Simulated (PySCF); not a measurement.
System: CHO2 (SMILES O=C[O-]) (charge −1).

```xyz
4

O    -0.9687   -0.7891    0.0151
C     0.0333   -0.0553   -0.0188
O     1.2460   -0.3239   -0.0409
H    -0.2067    1.0874   -0.0316
```

Geometry: PBE0-D3(BJ)/def2-SVP.

All numbers below come from PBE0/pcSseg-1, SCF density, gas phase, non-relativistic (PySCF).

**What can the converged electron density and electron localisation function tell about the bonding?**

C–O (1.24 Å): ρ is about 3 e/Å³ halfway; the ELF peaks at about 0.90 between the atoms, as expected for a polar covalent bond.
C–H (1.17 Å): the density is about 1.7 e/Å³ at the midpoint; the ELF climbs to about 1 towards the hydrogen, as it does in any bond to H (a covalent bond by its length).

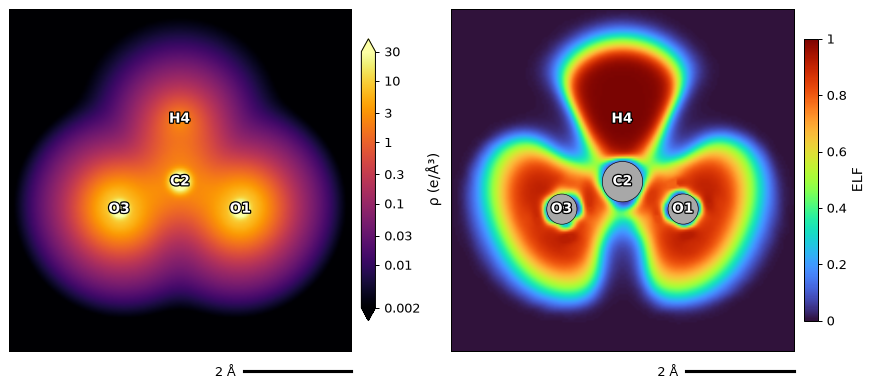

Computed electron density and electron localisation function on the molecular plane, in this order. Grey discs cover the atomic cores in the ELF map. 
